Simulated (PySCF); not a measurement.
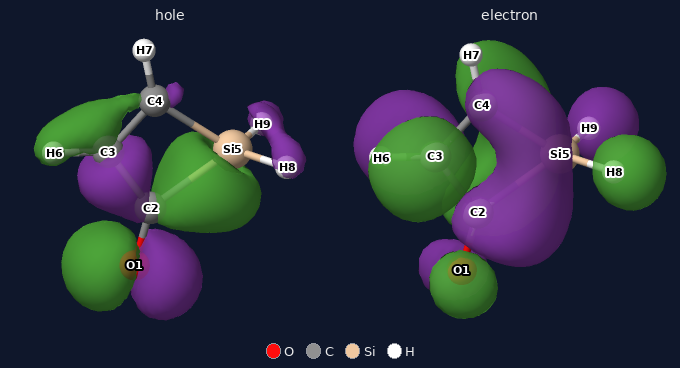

Figure 1: C$_{3}$H$_{4}$OSi, SMILES `O=C1C=C[SiH2]1`. Leading natural transition orbital pair of S₃ (full linear response singlet states); the surfaces enclose about 85 % of each orbital's density.

Level of theory: B3LYP/6-311G** (PySCF), at a geometry from GFN2-xTB. No frequency check shows the geometry to be a minimum. Without diffuse functions Rydberg states are missing, so the states' numbers hold for this basis only.

Cartesian coordinates (Å):

```
O1      -1.9648   -0.5985    0.0005
C2      -0.8547   -0.1310   -0.0005
C3      -0.4014    1.2769   -0.0005
C4       0.9384    1.1585    0.0005
Si5      0.9982   -0.7443   -0.0001
H6      -1.0195    2.1616   -0.0009
H7       1.6442    1.9743    0.0016
H8       1.5126   -1.3776    1.2097
H9       1.5125   -1.3776   -1.2098
```

Give its energy and the atoms that hole and electron lie on.

5.19 eV (239 nm), f = 0.005; the leading pair carries 98 %; hole on O1 (48 %), Si5 (17 %) and C2 (16 %), electron on C3 (29 %), C2 (18 %) and Si5 (18 %); their centroids lie 1.1 Å apart; S₂ lies within 0.1 eV of it. In canonical orbitals it is mainly HOMO → LUMO+2 (96 %). The HOMO–LUMO gap is 4.58 eV.

The PySCF run took 9.2 min on 1 thread of Arm Neoverse V1, with other jobs on the host, peak memory 0.73 GiB.
